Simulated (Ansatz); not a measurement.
**GeClF: a changed input and its effect**

System: GeClF, SMILES [F][Ge][Cl].
Method of run A: RKS PBE0-D4/def2-TZVP (Ansatz 0.2.0).

Text and figures count atoms from 1; the logs count them from 0 in places.

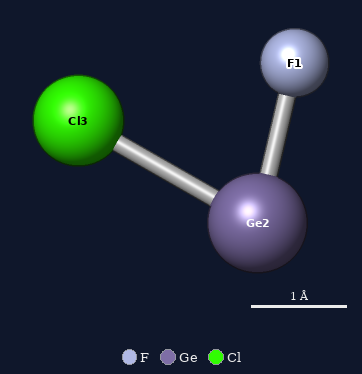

The structure as given in the input (ball-and-stick view, seen on its broad side; atoms are numbered from 1 in the order of the input). Sticks mark near contacts.

Input, run A:
```yaml
crystal:
  periodic: [false, false, false]
  atoms:
    - { symbol: F, position_ang: [0.558728, 0.849287, 0.39058] }
    - { symbol: Ge, position_ang: [-0.754327, 0.049061, -0.404332] }
    - { symbol: Cl, position_ang: [0.650057, -1.505647, 0.196982] }
basis:
  gaussian: { orbitals: def2-TZVP }
hamiltonian:
  xc: pbe0
  dispersion: d4
output:
  forces: true
```

Launched with:
```bash
ansatz run input.yaml --threads 1 --pin off --max-ram 2048MiB --backend cpu --events-out ev --progress --plain --runs-dir out
```

Hardware: 1 thread of Intel Xeon @ 2.50GHz (Skylake/Cascade Lake), 128 GiB of memory available, shared host.

Output (run A):
```
Engine: ansatz 0.2.0, x86_64-unknown-linux-gnu
Functional definition: PBE0
  parameter a = 0.25
  parameter kappa = 0.804
  parameter beta = 0.06672455060314922
  exchange = (1 - a)*pbe_x(kappa = kappa, mu = beta*pi^2/3) + a*exact_x
  correlation = pbe_c(beta = beta)
825 factors; their error is unknown
mean field evaluation 1: about -71743.5003 eV, gradient 4.3e1 eV
mean field evaluation 2: about -71730.3481 eV, gradient 1.0e2 eV
mean field evaluation 4: about -71746.5312 eV, gradient 5.1e0 eV
mean field evaluation 8: about -71746.9041 eV, gradient 1.4e-1 eV
mean field evaluation 16: about -71746.9041 eV, gradient 1.0e-5 eV
mean field -71746.90407231 eV, -2636.6500928590 hartree, gradient 1.0e-5 eV, S^2 0.000000; 0 other end points of the search recorded, 0 dependent functions left out
the calculation of the forces begins
reference -71746.90409198 eV, -2636.6500935819 hartree; 29, 29 occupied and 87, 87 virtual orbitals, 825 factors
Total energy: -71746.95924562 eV, -2636.6521204409 hartree
Atom 0 at     0.558728     0.849287     0.390580 Å, force    -0.224295     3.224970     0.211297 eV/Å
Atom 1 at    -0.754327     0.049061    -0.404332 Å, force     0.864004    -0.790102     0.387119 eV/Å
Atom 2 at     0.650057    -1.505647     0.196982 Å, force    -0.639709    -2.434868    -0.598416 eV/Å
Dipole moment:    -0.590253     0.194371    -0.300125 e Å
```

For run B the input was changed thus:
```diff
-    - { symbol: F, position_ang: [0.558728, 0.849287, 0.39058] }
-    - { symbol: Ge, position_ang: [-0.754327, 0.049061, -0.404332] }
-    - { symbol: Cl, position_ang: [0.650057, -1.505647, 0.196982] }
+    - { symbol: F, position_ang: [0.590229, 0.869093, 0.409713] }
+    - { symbol: Ge, position_ang: [-1.051052, -0.420943, -0.613823] }
+    - { symbol: Cl, position_ang: [0.353331, -1.975651, -0.012509] }
```

Predict how the results change.

With the same method and basis, run B lies 24.9 kcal/mol higher. The largest force goes from 3.240 to 4.424 eV/Å.

Output (run B):
```
Engine: ansatz 0.2.0, x86_64-unknown-linux-gnu
Functional definition: PBE0
  parameter a = 0.25
  parameter kappa = 0.804
  parameter beta = 0.06672455060314922
  exchange = (1 - a)*pbe_x(kappa = kappa, mu = beta*pi^2/3) + a*exact_x
  correlation = pbe_c(beta = beta)
825 factors; their error is unknown
mean field evaluation 1: about -71740.4715 eV, gradient 5.1e1 eV
mean field evaluation 2: about -71492.5461 eV, gradient 2.4e2 eV
mean field evaluation 4: about -71744.6779 eV, gradient 2.0e1 eV
mean field evaluation 8: about -71745.4966 eV, gradient 1.4e-1 eV
mean field evaluation 16: about -71745.8242 eV, gradient 3.3e-4 eV
mean field -71745.82416025 eV, -2636.6104068230 hartree, gradient 4.1e-5 eV, S^2 0.000000; 0 other end points of the search recorded, 0 dependent functions left out
the calculation of the forces begins
reference -71745.82417983 eV, -2636.6104075425 hartree; 29, 29 occupied and 87, 87 virtual orbitals, 825 factors
Total energy: -71745.87990620 eV, -2636.6124554490 hartree
Atom 0 at     0.590229     0.869093     0.409713 Å, force    -2.776989    -1.427234    -1.653787 eV/Å
Atom 1 at    -1.051052    -0.420943    -0.613823 Å, force     3.643308     1.351080     2.115875 eV/Å
Atom 2 at     0.353331    -1.975651    -0.012509 Å, force    -0.866319     0.076154    -0.462088 eV/Å
Dipole moment:    -0.919409    -0.396769    -0.539716 e Å
```

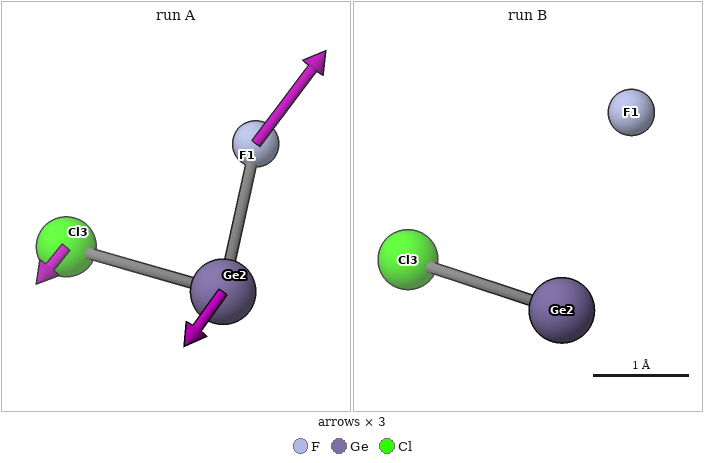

The two input geometries at one scale (ball-and-stick view, seen at a tilt). The pink arrows on the first give the shifts of the atoms after the best rigid fit, magnified 3 times. F1 moves most after the best rigid fit: 0.42 Å. By element the largest moves are F 0.42 Å, Ge 0.24 Å, Cl 0.17 Å. Among the contacts that change: F1–Ge2 1.731 → 2.325 Å.

The two runs side by side:

| quantity | run A | run B |
| --- | --- | --- |
| outcome | converged | converged |
| total energy (hartree) | −2636.652120 | −2636.612455 |
| largest force (eV/Å) | 3.240 | 4.424 |
| basis functions | 116 | 116 |
| wall time (shared host) | 5.1 s | 4.6 s |
